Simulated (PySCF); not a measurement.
# PBE0/x2c-TZVPPall (sfX2C) run of CHBClNO (SMILES O=C=NBCl)

What is the vertical singlet–triplet gap of CHBClNO at PBE0/x2c-TZVPPall (sfX2C)? 

The calculation is run with PySCF 2.14.0.

### 1 The system as given

CHBClNO: 6 atoms, total charge 0, spin state singlet. As SMILES, `O=C=NBCl`. Geometry: relaxed at PBE0-D4/def2-TZVP. This is one conformer, not always the lowest.

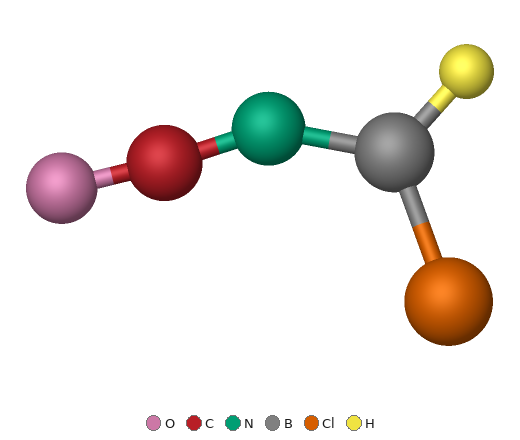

Viewed from a chosen angle; oxygen pink, carbon red, nitrogen teal, boron grey, chlorine orange, hydrogen yellow.

### 2 A single-point energy at PBE0/x2c-TZVPPall (sfX2C)

The input, input.py:

```python
from pyscf import gto, dft

mol = gto.Mole()
mol.atom = '''
O     -0.576200    -2.573500    -0.042300
C     -0.208400    -1.485700     0.108200
N      0.227800    -0.389200     0.333900
B      0.287300     0.988100     0.065000
Cl    -0.690300     1.696500    -1.203300
H      1.001700     1.700000     0.692200
'''
mol.max_memory = 1860
mol.verbose = 3
mol.basis = 'x2c-tzvppall'
mol.build()

mf = dft.RKS(mol)
mf.xc = 'pbe0'
mf = mf.sfx2c1e()
mf.grids.level = 4
mf.conv_tol = 1e-10
mf.kernel()
if not mf.converged:
    mf = mf.newton().run(mf.mo_coeff, mf.mo_occ)

etot = mf.e_tot
print(f'total energy: {etot:.8f} hartree')
```

Launch:

```
OMP_NUM_THREADS=1 python input.py
```

Output:

```text
converged SCF energy = -655.054098092717
total energy: -655.05409809 hartree
```

It took 38 s on 1 thread of Arm Neoverse V2, shared host; peak memory 1.6 GiB.

### 3 The triplet at the same level

The input, run.py:

```python
from pyscf import gto, dft

mol = gto.M(
    atom='''
O   -0.576200  -2.573500  -0.042300
C   -0.208400  -1.485700   0.108200
N    0.227800  -0.389200   0.333900
B    0.287300   0.988100   0.065000
Cl  -0.690300   1.696500  -1.203300
H    1.001700   1.700000   0.692200
''',
    verbose=3,
    spin=2,
    max_memory=1860,
    basis='x2c-tzvppall',
)

myscf = dft.UKS(mol, xc='pbe0')
myscf = myscf.x2c()
myscf.conv_tol = 1e-10
myscf.grids.level = 4
myscf.kernel()
if not myscf.converged:
    myscf = myscf.newton().run(myscf.mo_coeff, myscf.mo_occ)

e_final = myscf.e_tot
print('Final energy', e_final)
```

Launch:

```
OMP_NUM_THREADS=1 python run.py
```

Output:

```text
WARN: HOMO -0.0997149208845656 >= LUMO -0.348886326073932

WARN: HOMO -0.141540001885375 >= LUMO -0.278519540713183

WARN: HOMO -0.138080333378895 >= LUMO -0.263705295139779

WARN: HOMO -0.148458643440989 >= LUMO -0.273241989182175

WARN: HOMO -0.1488733635938 >= LUMO -0.270425418410682

WARN: HOMO -0.149052018597118 >= LUMO -0.266976480837528

WARN: HOMO -0.148518753786469 >= LUMO -0.266537353641496

WARN: HOMO -0.148658175779616 >= LUMO -0.266147780141651

WARN: HOMO -0.148905150506707 >= LUMO -0.266245037982884

WARN: HOMO -0.148716540480983 >= LUMO -0.266069459688943

WARN: HOMO -0.148721057135617 >= LUMO -0.266065022056033

WARN: HOMO -0.14869764343981 >= LUMO -0.266059607289186

WARN: HOMO -0.148688440460106 >= LUMO -0.26605748023902

WARN: HOMO -0.14868814111118 >= LUMO -0.266047995824728

WARN: HOMO -0.148661300034917 >= LUMO -0.266034195300364

WARN: HOMO -0.148659379166631 >= LUMO -0.266019835179293

WARN: HOMO -0.148641306430591 >= LUMO -0.266000858465922

WARN: HOMO -0.148630211026969 >= LUMO -0.265989335842761

WARN: HOMO -0.148629647069242 >= LUMO -0.265990001066335

WARN: HOMO -0.148629184747676 >= LUMO -0.265990319878718

WARN: HOMO -0.148628614764618 >= LUMO -0.265989847739547

WARN: HOMO -0.148628619054392 >= LUMO -0.26599071987583

converged SCF energy = -654.862066389811  <S^2> = 2.0158765  2S+1 = 3.0105657
Final energy -654.8620663898106
```

Run time: 1.9 min. Hardware: 1 thread of Arm Neoverse V2, shared host; peak memory 1.6 GiB.

### 4 Summary of results

At PBE0/x2c-TZVPPall (sfX2C):

| quantity | value |
| --- | --- |
| singlet: total energy | -655.05410 Eh |
| singlet: dipole moment | 0.70 D |
| singlet: HOMO energy | -9.12 eV |
| singlet: LUMO energy | -1.87 eV |
| singlet: HOMO–LUMO gap | 7.25 eV |
| triplet: total energy | -654.86207 Eh |
| triplet: dipole moment | 1.72 D |
| triplet: HOMO energy (highest over α and β) | -4.04 eV |
| triplet: ⟨S²⟩ | 2.016 |
| vertical energy of the triplet above the singlet | 5.225 eV |

**Reading.** At this shape the triplet lies 5.23 eV (504 kJ/mol) above the singlet. Mulliken charges (singlet) run from -0.18 on O1 to +0.30 on C2; they depend strongly on the basis. Mulliken charges (triplet) run from -0.15 on B4 to +0.27 on C2.
